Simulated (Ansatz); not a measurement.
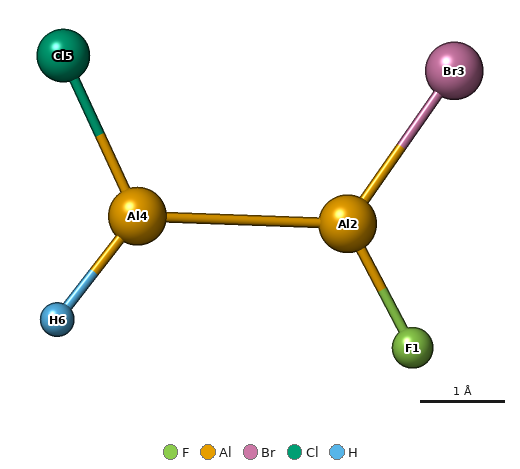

*The structure as given in the input (ball-and-stick view, seen at a tilt; atoms are numbered from 1 in the order of the input). Sticks mark near contacts.*

Bond lengths as drawn: Al–Al 2.57 Å, Al–Br 2.27 Å, Al–Cl 2.12 Å, Al–F 1.68 Å and Al–H 1.60 Å.

# Al₂HBrClF: nudged elastic band

The run: nudged elastic band of Al₂HBrClF. Method and program: RKS PBE/def2-SVP (Ansatz 0.2.0).

One setting was made poor on purpose. It belongs to a series of runs on one base structure; here: band between the two ends. Figures and captions count atoms from 1; the log counts them from 0 in places.

Input file:
```yaml
crystal:
  periodic: [false, false, false]
  atoms:
    - { symbol: F, position_ang: [0.01219, -1.931507, 1.820748] }
    - { symbol: Al, position_ang: [0.60766, -0.956387, 0.585858] }
    - { symbol: Br, position_ang: [2.728185, -1.374914, -0.106158] }
    - { symbol: Al, position_ang: [-0.885763, 0.891787, -0.406342] }
    - { symbol: Cl, position_ang: [-0.043592, 2.050988, -1.973984] }
    - { symbol: H, position_ang: [-2.376579, 1.256033, 0.033679] }
basis:
  gaussian: { orbitals: def2-SVP }
hamiltonian:
  xc: pbe
neb:
  order_check: false
  images: 5
  f_tol: 0.03
  max_iterations: 60
  spring: 0.1
  final_atoms:
    - { symbol: F, position_ang: [0.09289791, -0.80658435, 2.2853676] }
    - { symbol: Al, position_ang: [-0.59532099, -0.69580645, 0.75093779] }
    - { symbol: Br, position_ang: [1.17545792, -1.09056227, -0.99885855] }
    - { symbol: Al, position_ang: [0.20572436, 1.2827657, -0.62435268] }
    - { symbol: Cl, position_ang: [1.11769578, 2.70068858, -1.90331083] }
    - { symbol: H, position_ang: [-1.95435398, -1.45450121, 0.44401766] }
  initial_path:
    images:
      - { positions_ang: [[0.01219, -1.931507, 1.820748], [0.60766, -0.956387, 0.585858], [2.728185, -1.374914, -0.106158], [-0.885763, 0.891787, -0.406342], [-0.043592, 2.050988, -1.973984], [-2.376579, 1.256033, 0.033679]] }
      - { positions_ang: [[-0.16044647, -1.83549805, 1.8291173], [0.49305408, -0.86426254, 0.56163309], [2.63576898, -1.32800608, -0.11870267], [-0.87264737, 0.98970106, -0.48228287], [0.00203188, 2.13190789, -2.0711511], [-2.0556601, 0.84215772, 0.23518725]] }
      - { positions_ang: [[-0.33308294, -1.7394891, 1.8374866], [0.37844816, -0.77213809, 0.53740817], [2.54335295, -1.28109816, -0.13124733], [-0.85953173, 1.08761511, -0.55822374], [0.04765576, 2.21282778, -2.16831821], [-1.7347412, 0.42828245, 0.43669551]] }
      - { positions_ang: [[-0.50571941, -1.64348014, 1.8458559], [0.26384223, -0.68001363, 0.51318326], [2.45093693, -1.23419024, -0.143792], [-0.8464161, 1.18552917, -0.63416461], [0.09327965, 2.29374767, -2.26548531], [-1.4138223, 0.01440717, 0.63820376]] }
      - { positions_ang: [[-0.3061803, -1.36451488, 1.9923598], [-0.02254551, -0.6852779, 0.59243477], [2.02577726, -1.18631425, -0.42881418], [-0.49570261, 1.21794135, -0.63089397], [0.43475169, 2.42939464, -2.14476048], [-1.59399953, -0.47522896, 0.57347506]] }
      - { positions_ang: [[-0.1066412, -1.08554962, 2.1388637], [-0.30893325, -0.69054218, 0.67168628], [1.60061759, -1.13843826, -0.71383637], [-0.14498913, 1.25035353, -0.62762332], [0.77622373, 2.56504161, -2.02403566], [-1.77417675, -0.96486508, 0.50874636]] }
      - { positions_ang: [[0.09289791, -0.80658435, 2.2853676], [-0.59532099, -0.69580645, 0.75093779], [1.17545792, -1.09056227, -0.99885855], [0.20572436, 1.2827657, -0.62435268], [1.11769578, 2.70068858, -1.90331083], [-1.95435398, -1.45450121, 0.44401766]] }
```

Hardware: 2 threads of Arm Neoverse V1, 24 GiB of memory available, shared host.

Command:
```bash
ansatz run input.yaml --threads 2 --pin off --max-ram 3072MiB --backend cpu --events-out ev --progress --plain --runs-dir out
```

The program's output:
```
Engine: ansatz 0.2.0, aarch64-unknown-linux-gnu
Functional definition: PBE
  parameter kappa = 0.804
  parameter beta = 0.06672455060314922
  exchange = pbe_x(kappa = kappa, mu = beta*pi^2/3)
  correlation = pbe_c(beta = beta)
1132 factors; their error is unknown
mean field evaluation 1: about -98454.0437 eV, gradient 4.0e1 eV
mean field evaluation 2: about -98422.6612 eV, gradient 1.4e2 eV
mean field evaluation 4: about -98456.9001 eV, gradient 8.9e0 eV
mean field evaluation 8: about -98457.1132 eV, gradient 1.2e-1 eV
mean field evaluation 16: about -98457.0096 eV, gradient 1.3e-4 eV
mean field -98457.00956752 eV, -3618.2283650482 hartree, gradient 4.1e-5 eV, S^2 0.000000; 0 other end points of the search recorded, 0 dependent functions left out
the calculation of the forces begins
reference -98457.00961022 eV, -3618.2283666174 hartree; 44, 44 occupied and 61, 61 virtual orbitals, 1132 factors
1132 factors; their error is unknown
mean field evaluation 32: about -98456.8806 eV, gradient 7.3e-4 eV
mean field -98456.88057607 eV, -3618.2236246998 hartree, gradient 7.0e-5 eV, S^2 0.000000; 0 other end points of the search recorded, 0 dependent functions left out
[... from here on the field's lines of each further geometry are left out, up to the last ...]
NEB iter   1: max|band force component| = 5.969e0 eV/Å  barrier→ = 3.7602 eV  barrier← = 3.6312 eV  Δτ_max = 0.2000 Å  (284 SCF iters)
NEB iter   2: max|band force component| = 3.044e0 eV/Å  barrier→ = 2.7972 eV  barrier← = 2.6682 eV  Δτ_max = 0.1983 Å  (174 SCF iters)
NEB iter   3: max|band force component| = 1.647e0 eV/Å  barrier→ = 2.2211 eV  barrier← = 2.0922 eV  Δτ_max = 0.1968 Å  (158 SCF iters)
NEB iter   4: max|band force component| = 1.138e0 eV/Å  barrier→ = 1.5518 eV  barrier← = 1.4228 eV  Δτ_max = 0.2000 Å  (155 SCF iters)
NEB iter   5: max|band force component| = 7.910e-1 eV/Å  barrier→ = 1.1554 eV  barrier← = 1.0264 eV  Δτ_max = 0.2000 Å  (141 SCF iters)
NEB iter   6: max|band force component| = 5.652e-1 eV/Å  barrier→ = 0.8422 eV  barrier← = 0.7132 eV  CI = image 3  Δτ_max = 0.2000 Å  (147 SCF iters)
NEB iter   7: max|band force component| = 7.363e-1 eV/Å  barrier→ = 0.8816 eV  barrier← = 0.7526 eV  CI = image 3  Δτ_max = 0.2000 Å  (146 SCF iters)
NEB iter   8: max|band force component| = 5.806e-1 eV/Å  barrier→ = 0.9096 eV  barrier← = 0.7806 eV  CI = image 3  Δτ_max = 0.2000 Å  (147 SCF iters)
NEB iter   9: max|band force component| = 4.623e-1 eV/Å  barrier→ = 0.8719 eV  barrier← = 0.7429 eV  CI = image 3  Δτ_max = 0.2000 Å  (141 SCF iters)
NEB iter  10: max|band force component| = 3.294e-1 eV/Å  barrier→ = 0.8490 eV  barrier← = 0.7200 eV  CI = image 3  Δτ_max = 0.2000 Å  (141 SCF iters)
NEB iter  11: max|band force component| = 5.486e-1 eV/Å  barrier→ = 0.8785 eV  barrier← = 0.7495 eV  CI = image 3  Δτ_max = 0.1370 Å  (139 SCF iters)
NEB iter  12: max|band force component| = 3.855e-1 eV/Å  barrier→ = 0.8668 eV  barrier← = 0.7379 eV  CI = image 3  Δτ_max = 0.1738 Å  (141 SCF iters)
NEB iter  13: max|band force component| = 2.729e-1 eV/Å  barrier→ = 0.8608 eV  barrier← = 0.7318 eV  CI = image 3  Δτ_max = 0.1301 Å  (141 SCF iters)
NEB iter  14: max|band force component| = 1.213e-1 eV/Å  barrier→ = 0.8595 eV  barrier← = 0.7305 eV  CI = image 3  Δτ_max = 0.0360 Å  (142 SCF iters)
NEB iter  15: max|band force component| = 7.212e-2 eV/Å  barrier→ = 0.8587 eV  barrier← = 0.7297 eV  CI = image 3  Δτ_max = 0.0214 Å  (145 SCF iters)
NEB iter  16: max|band force component| = 3.798e-2 eV/Å  barrier→ = 0.8585 eV  barrier← = 0.7295 eV  CI = image 3  Δτ_max = 0.0052 Å  (128 SCF iters)
the calculation of the forces begins
reference -98456.74441448 eV, -3618.2186208538 hartree; 44, 44 occupied and 61, 61 virtual orbitals, 1132 factors
1132 factors; their error is unknown
mean field evaluation 800: about -98456.1512 eV, gradient 3.6e-3 eV
mean field -98456.15118079 eV, -3618.1968199179 hartree, gradient 2.0e-5 eV, S^2 0.000000; 1 other end points of the search recorded, 0 dependent functions left out
the calculation of the forces begins
reference -98456.15122047 eV, -3618.1968213760 hartree; 44, 44 occupied and 61, 61 virtual orbitals, 1132 factors
NEB iter  17: max|band force component| = 1.735e-2 eV/Å  barrier→ = 0.8584 eV  barrier← = 0.7294 eV  CI = image 3  Δτ_max = 0.0000 Å  (255 SCF iters)
```

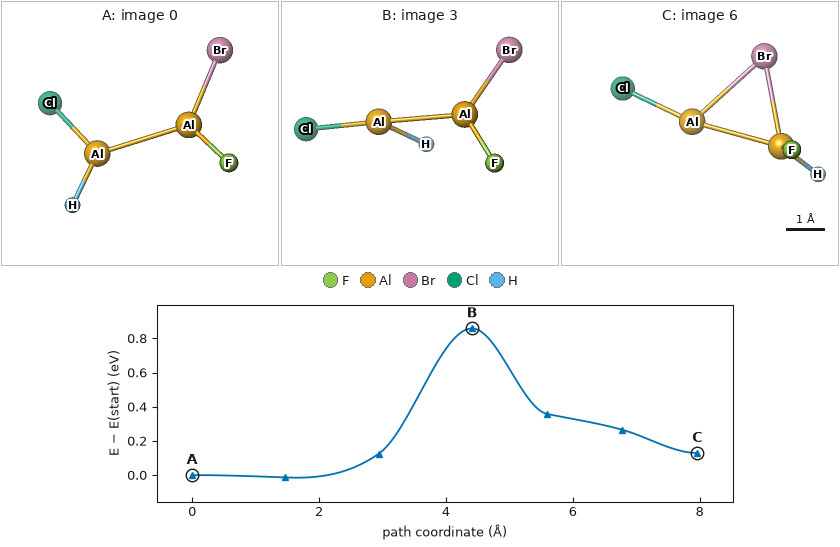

*Images of the last band (counted from 0; ball-and-stick, seen at a tilt) above the energy along the path; the line is a cubic interpolation that uses the forces.*

The highest image is number 3, 0.858 eV above the start and 0.729 eV above the end (the climbing image); the end lies 0.129 eV above the start. The path is 7.96 Å long. The band converged in 17 iterations.

```
Total energy: -98456.15122047 eV, -3618.1968213760 hartree
Atom 0 at    -0.343187    -1.069535     2.205672 Å, force     0.008344     0.004026    -0.015851 eV/Å
Atom 1 at     0.505579    -0.610376     0.829607 Å, force    -0.006048    -0.008576     0.015511 eV/Å
Atom 2 at     1.977348    -2.037977    -0.132257 Å, force    -0.002690     0.002521     0.001409 eV/Å
Atom 3 at    -0.215997     1.249215    -0.472106 Å, force     0.002086     0.005084    -0.003175 eV/Å
Atom 4 at    -0.942847     2.723881    -1.780621 Å, force    -0.000773    -0.001910     0.001069 eV/Å
Atom 5 at    -0.938795    -0.319208    -0.696494 Å, force    -0.000919    -0.001144     0.001036 eV/Å
Dipole moment:     0.034251     0.386715    -0.137816 e Å
this run last wrote the band of iteration 17 to [file]
```

The last band as extended XYZ (Å, eV, eV/Å):
```
6
Properties=species:S:1:pos:R:3:forces:R:3 image=0 energy=-98457.00957
F     0.0122   -1.9315    1.8207    0.0003   0.0012  -0.0015
Al    0.6077   -0.9564    0.5859    0.0008   0.0006  -0.0009
Br    2.7282   -1.3749   -0.1062   -0.0024   0.0005   0.0009
Al   -0.8858    0.8918   -0.4063    0.0019  -0.0025   0.0013
Cl   -0.0436    2.0510   -1.9740    0.0001  -0.0002   0.0000
H    -2.3766    1.2560    0.0337   -0.0007   0.0005   0.0002
6
Properties=species:S:1:pos:R:3:forces:R:3 image=1 energy=-98457.02347
F     0.3800   -1.3505    2.2370    0.0020   0.0037   0.0009
Al    0.6419   -0.8914    0.6393    0.0017   0.0007   0.0017
Br    2.4312   -1.8243   -0.4032   -0.0077  -0.0054  -0.0013
Al   -0.9235    0.7991   -0.4994    0.0037   0.0022  -0.0008
Cl    0.0300    2.4562   -1.4294   -0.0057   0.0054   0.0043
H    -2.5175    0.7469   -0.5905    0.0060  -0.0065  -0.0048
6
Properties=species:S:1:pos:R:3:forces:R:3 image=2 energy=-98456.88364
F     0.3865   -0.9565    2.4392    0.1030   0.0201   0.0433
Al    0.7561   -0.6664    0.8245    0.0392  -0.0016   0.0278
Br    1.9736   -2.2293   -0.2931    0.0706   0.0014   0.0466
Al   -0.6515    0.8829   -0.6043   -0.1214  -0.0992  -0.0398
Cl   -0.5178    2.8722   -1.3152    0.1185   0.0153   0.0769
H    -1.9049    0.0331   -1.0972   -0.2098   0.0640  -0.1548
6
Properties=species:S:1:pos:R:3:forces:R:3 image=3 energy=-98456.15118
F    -0.3432   -1.0695    2.2057    0.0083   0.0040  -0.0159
Al    0.5056   -0.6104    0.8296   -0.0060  -0.0086   0.0155
Br    1.9773   -2.0380   -0.1323   -0.0027   0.0025   0.0014
Al   -0.2160    1.2492   -0.4721    0.0021   0.0051  -0.0032
Cl   -0.9428    2.7239   -1.7806   -0.0008  -0.0019   0.0011
H    -0.9388   -0.3192   -0.6965   -0.0009  -0.0011   0.0010
6
Properties=species:S:1:pos:R:3:forces:R:3 image=4 energy=-98456.65239
F    -0.3489   -0.8606    2.2340    0.0122   0.0112  -0.0019
Al    0.0000   -0.9241    0.5882   -0.0363  -0.0217  -0.0127
Br    1.9832   -1.8426   -0.0585    0.0126   0.0232  -0.0031
Al    0.1711    1.6055   -0.4151    0.0218   0.0318   0.0023
Cl   -0.5305    2.8916   -1.9558    0.0168   0.0092  -0.0013
H    -1.2327   -0.9337   -0.4390   -0.0271  -0.0537   0.0167
6
Properties=species:S:1:pos:R:3:forces:R:3 image=5 energy=-98456.74437
F    -0.0295   -0.8102    2.3338    0.0104  -0.0041   0.0005
Al   -0.2923   -0.8855    0.6722   -0.0157   0.0017   0.0078
Br    1.4892   -1.6467   -0.6052    0.0007   0.0557  -0.0250
Al    0.2040    1.5062   -0.4836   -0.0246   0.0002  -0.0011
Cl    0.4393    2.8787   -2.0844    0.0570  -0.0070  -0.0115
H    -1.7686   -1.1065    0.1211   -0.0278  -0.0466   0.0294
6
Properties=species:S:1:pos:R:3:forces:R:3 image=6 energy=-98456.88058
F     0.0929   -0.8066    2.2854   -0.0007   0.0012   0.0018
Al   -0.5953   -0.6958    0.7509    0.0032   0.0025   0.0046
Br    1.1755   -1.0906   -0.9989    0.0011   0.0042  -0.0047
Al    0.2057    1.2828   -0.6244    0.0073   0.0058  -0.0076
Cl    1.1177    2.7007   -1.9033   -0.0049  -0.0095   0.0074
H    -1.9544   -1.4545    0.4440   -0.0061  -0.0041  -0.0015
```

Summary:

| quantity | value |
| --- | --- |
| outcome | converged |
| barrier, forward | 0.858 eV |
| barrier, backward | 0.729 eV |
| wall time | 2.7 min (CPU time 5.3 min) |
| peak memory | 0.15 GiB |

A deliberately poor setting: spring. The order of the saddle point was not checked.
